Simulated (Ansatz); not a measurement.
# BClH₄N₂···HF: what the fields show

```json
{"atom": "B", "x (Å)": "-0.0241", "y (Å)": "-0.2484", "z (Å)": "-0.2037"}
{"atom": "Cl", "x (Å)": "-0.0382", "y (Å)": "-0.6825", "z (Å)": "1.5739"}
{"atom": "N", "x (Å)": "1.2337", "y (Å)": "-0.0855", "z (Å)": "-0.8031"}
{"atom": "H", "x (Å)": "2.0927", "y (Å)": "-0.1376", "z (Å)": "-0.2734"}
{"atom": "H", "x (Å)": "1.3545", "y (Å)": "0.2227", "z (Å)": "-1.7593"}
{"atom": "N", "x (Å)": "-1.2711", "y (Å)": "-0.1476", "z (Å)": "-0.8382"}
{"atom": "H", "x (Å)": "-2.1409", "y (Å)": "-0.2425", "z (Å)": "-0.3326"}
{"atom": "H", "x (Å)": "-1.3803", "y (Å)": "0.1534", "z (Å)": "-1.7981"}
{"atom": "F", "x (Å)": "-0.0998", "y (Å)": "2.3726", "z (Å)": "1.3259"}
{"atom": "H", "x (Å)": "-0.0864", "y (Å)": "1.5033", "z (Å)": "1.6693"}
```

The calculation used Ansatz, RKS B3LYP-D4/def2-SVP.

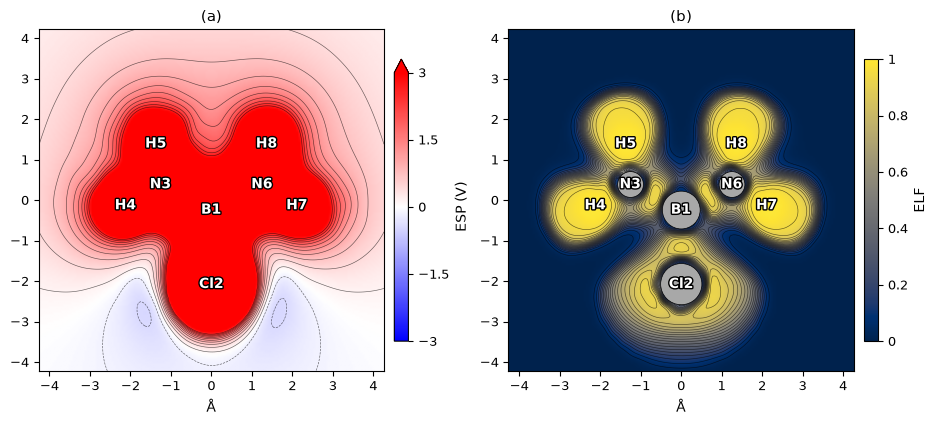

Figure 1. (a) electrostatic potential; (b) ELF on the plane of atoms Cl2, B1 and N6. Grey discs cover the atomic cores in the ELF map.

**Read the bonding off the picture.**

Atoms in the plane: B, Cl, N and H.
B–N (1.40 Å): the ELF peaks at about 0.95 between the atoms; a short, strongly polar bond.
B–Cl (1.83 Å): the ELF peaks at about 0.90 between the atoms: a shared but strongly polarised pair.
N–H (1.01 Å): the ELF climbs to about 1 towards the hydrogen, as it does in any bond to H; an ordinary covalent bond to hydrogen.
The ELF also peaks beside Cl2, away from the bonds: lone-pair regions.
Outside the dense part of the complex the potential is most negative (−0.5 V) near Cl2.

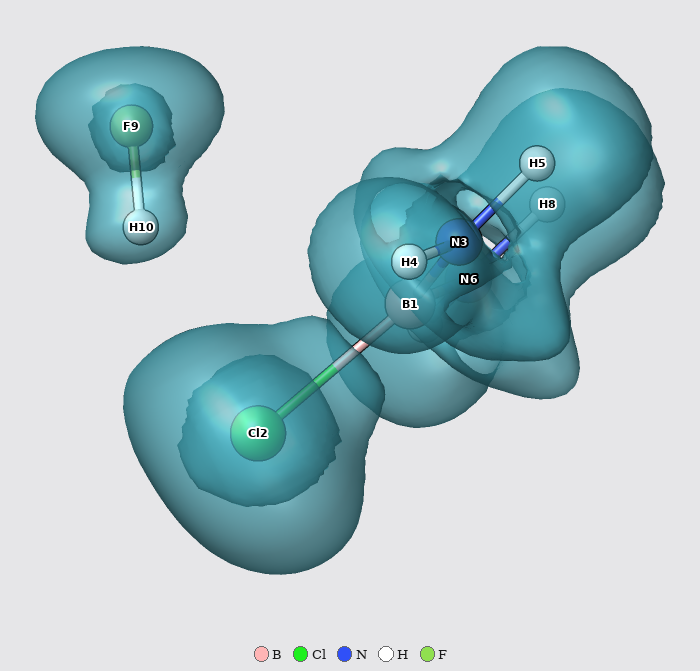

Figure 2. Isosurface of the ELF at 0.75 (cyan), seen from one side. Core shells and regions of very low density are left out.

**Where are the electrons localised?**

The ELF exceeds this value in one region on Cl in which the atom's valence shell and bonds are merged, one joined region spread over several atoms (F, H), in which their bonds and any lone pairs are merged and two joined regions spread over several atoms (H, N), in which their bonds and any lone pairs are merged. Along the contacts the grid gives the following. Cl2···H10 (2.19 Å): the ELF dips to about 0.10 between them; a closed-shell contact with the geometry of a hydrogen bond.

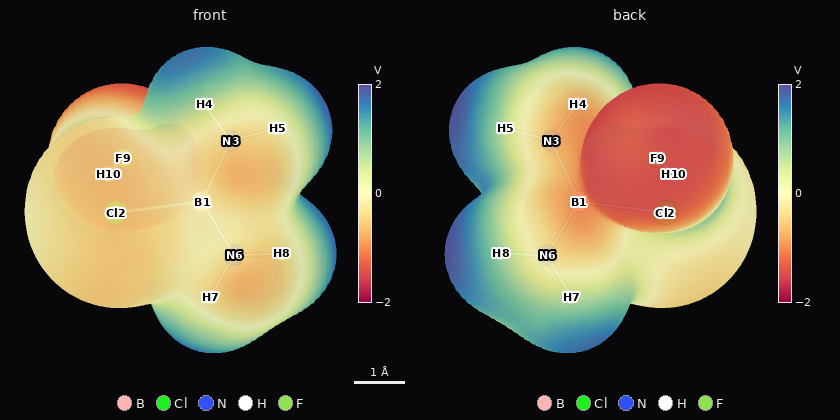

Figure 3. The electrostatic potential painted on the density surface at 0.002 e/bohr³, seen from the front and from behind; red is negative and blue positive.

**Where is the surface potential most negative and most positive?**

The most negative region (about −1.5 V) lies over F9, the most positive (about +1.9 V) over H5 and H8.
